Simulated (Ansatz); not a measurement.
# BPH6 (SMILES [BH3-][PH3+]): PBE-QIDH/def2-SVPD

Aim: the vertical electron affinity of BPH6 at PBE-QIDH/def2-SVPD, from 2 runs. 

The calculation is run with Ansatz 0.2.0.

48 further runs of the same task are left out: 48 set aside as unsound or not needed.

**1. The structure to begin with**

BPH6: 8 atoms, total charge 0, spin state singlet. As SMILES, `[BH3-][PH3+]`. The coordinates come from a PBE0-D4/def2-TZVP relaxation.

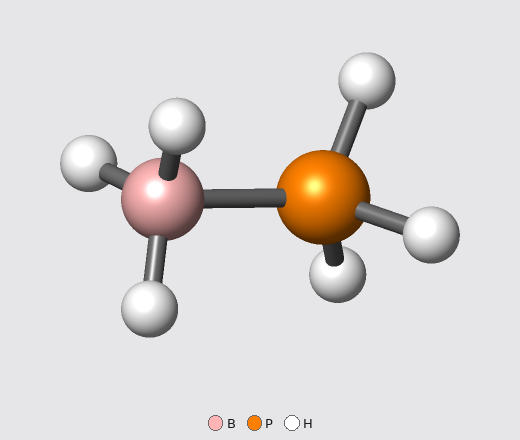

Viewed from a chosen angle; boron pink, phosphorus orange, hydrogen white.

**2. A single-point energy at PBE-QIDH/def2-SVPD**

Contents of job.yaml:

```yaml
crystal:
  periodic: [false, false, false]
  atoms:
    - {symbol: B, position_ang: [-0.556100, 0.227200, -0.914000]}
    - {symbol: P, position_ang: [0.433900, -0.181600, 0.667700]}
    - {symbol: H, position_ang: [-1.693400, 0.343100, -0.520100]}
    - {symbol: H, position_ang: [-0.367800, -0.730200, -1.628000]}
    - {symbol: H, position_ang: [-0.055500, 1.254200, -1.309900]}
    - {symbol: H, position_ang: [0.418800, 0.755700, 1.718800]}
    - {symbol: H, position_ang: [1.823100, -0.380300, 0.547100]}
    - {symbol: H, position_ang: [0.089200, -1.345200, 1.382600]}
basis:
  gaussian: {orbitals: def2-SVPD}
hamiltonian: {xc: {name: PBE-QIDH}}
correlation: {frozen_orbitals: {B: 1, H: 0, P: 5}}
accuracy: high
output: {orbitals: {seedname: orbitals}}
```

Started as:

```sh
$ ansatz run job.yaml --threads 1 --pin off --max-ram 3480MiB --events-out events.jsonl --progress --plain --runs-dir runs
```

The log of the run:

```text
Warning: RAYON_NUM_THREADS=1 ignored (pool sized by the plan → 1); use --threads N
Functional definition: PBE-QIDH
  name "PBE-QIDH"
  parameter a = 3^(-1/3)
  parameter c = 1/3
  exchange = (1 - a)*pbe_x + a*exact_x
  correlation = (1 - c)*pbe_c + c*(mp2_os + mp2_ss)
1856 factors; integrals over basis functions are off by at most 3.6e-9 eV
mean field evaluation 1: about -10046.8937 eV, gradient 2.1e1 eV
mean field evaluation 2: about -10046.8948 eV, gradient 2.1e1 eV
mean field evaluation 4: about -10048.5967 eV, gradient 1.3e0 eV
mean field evaluation 8: about -10048.6051 eV, gradient 1.2e-2 eV
mean field evaluation 16: about -10048.6051 eV, gradient 7.4e-8 eV
mean field -10048.60506604 eV, -369.2794249877 hartree, gradient 7.4e-8 eV, S^2 0.000000; 0 other end points of the search recorded, 0 dependent functions left out
6 core orbitals not correlated: weight in the atoms' cores, before any rotation towards them, 1.000 or more for the frozen orbitals, at most 0.000 for the correlated occupied ones
reference -10048.60506718 eV, -369.2794250297 hartree; 7, 7 occupied and 79, 79 virtual orbitals, 1856 factors
second order -8.08095171 eV of doubles, -0.00000000 eV of singles
Total energy: -10051.29871775 eV, -369.3784148624 hartree
```

It took 9.3 s on 1 thread of Intel Xeon Platinum 8259CL at 2.50GHz (Skylake/Cascade Lake), shared host; peak memory 0.26 GiB.

**3. The doublet anion**

Contents of in.yaml:

```yaml
basis:
  gaussian:
    orbitals: def2-SVPD
crystal:
  periodic: [false, false, false]
  atoms:
    - {symbol: B, position_ang: [-0.556100, 0.227200, -0.914000]}
    - {symbol: P, position_ang: [0.433900, -0.181600, 0.667700]}
    - {symbol: H, position_ang: [-1.693400, 0.343100, -0.520100]}
    - {symbol: H, position_ang: [-0.367800, -0.730200, -1.628000]}
    - {symbol: H, position_ang: [-0.055500, 1.254200, -1.309900]}
    - {symbol: H, position_ang: [0.418800, 0.755700, 1.718800]}
    - {symbol: H, position_ang: [1.823100, -0.380300, 0.547100]}
    - {symbol: H, position_ang: [0.089200, -1.345200, 1.382600]}
total_charge: -1
magnetization:
  spin_polarized: true
  initial_magnetization: 1
hamiltonian:
  xc: {name: PBE-QIDH}
correlation:
  frozen_orbitals: {B: 1, H: 0, P: 5}
accuracy: high
output: {orbitals: {seedname: orbitals}}
```

Started as:

```sh
$ ansatz run in.yaml --threads 1 --pin off --max-ram 3480MiB --events-out events.jsonl --progress --plain --runs-dir runs
```

The log of the run:

```text
Warning: RAYON_NUM_THREADS=1 ignored (pool sized by the plan → 1); use --threads N
[... 6 set-up lines as earlier in the session ...]
1856 factors; integrals over basis functions are off by at most 3.6e-9 eV
mean field evaluation 1: about -10044.1763 eV, gradient 1.7e1 eV
mean field evaluation 2: about -10044.1751 eV, gradient 1.7e1 eV
mean field evaluation 4: about -10046.7756 eV, gradient 1.2e0 eV
mean field evaluation 8: about -10046.8575 eV, gradient 2.9e-1 eV
mean field evaluation 16: about -10046.8806 eV, gradient 1.5e-3 eV
mean field evaluation 32: about -10046.8806 eV, gradient 7.2e-8 eV
mean field -10046.88064973 eV, -369.2160538571 hartree, gradient 7.2e-8 eV, S^2 0.751279; 5 other end points of the search recorded, 0 dependent functions left out
6 core orbitals not correlated: weight in the atoms' cores, before any rotation towards them, 1.000 or more for the frozen orbitals, at most 0.000 for the correlated occupied ones
reference -10046.88065085 eV, -369.2160538984 hartree; 8, 7 occupied and 78, 79 virtual orbitals, 1856 factors
second order -8.70703962 eV of doubles, -0.00000000 eV of singles
Total energy: -10049.78299739 eV, -369.3227131665 hartree
```

It took 21 s on 1 thread of Intel Xeon Platinum 8259CL at 2.50GHz (Skylake/Cascade Lake), shared host; peak memory 0.35 GiB.

**4. Summary of results**

At PBE-QIDH/def2-SVPD, 6 core orbitals frozen:

```
                                                               quantity          value
                                             singlet BPH6: total energy  -369.37841 Eh
                        singlet BPH6: HOMO energy (SCF part's orbitals)      -10.71 eV
                        singlet BPH6: LUMO energy (SCF part's orbitals)        1.36 eV
                      singlet BPH6: HOMO–LUMO gap (SCF part's orbitals)       12.07 eV
                                            doublet anion: total energy  -369.32271 Eh
doublet anion: HOMO energy (SCF part's orbitals) (highest over α and β)        2.13 eV
 doublet anion: LUMO energy (SCF part's orbitals) (lowest over α and β)        5.08 eV
                                                    doublet anion: ⟨S²⟩          0.751
                      vertical electron affinity (to the doublet anion)      -1.516 eV
```

The anion lies 1.52 eV (35 kcal/mol) above the neutral: the electron isn't bound at this level, and such a value depends on the basis. The HOMO (doublet anion) lies at positive energy, 2.13 eV; only total energies tell whether the electron is bound.
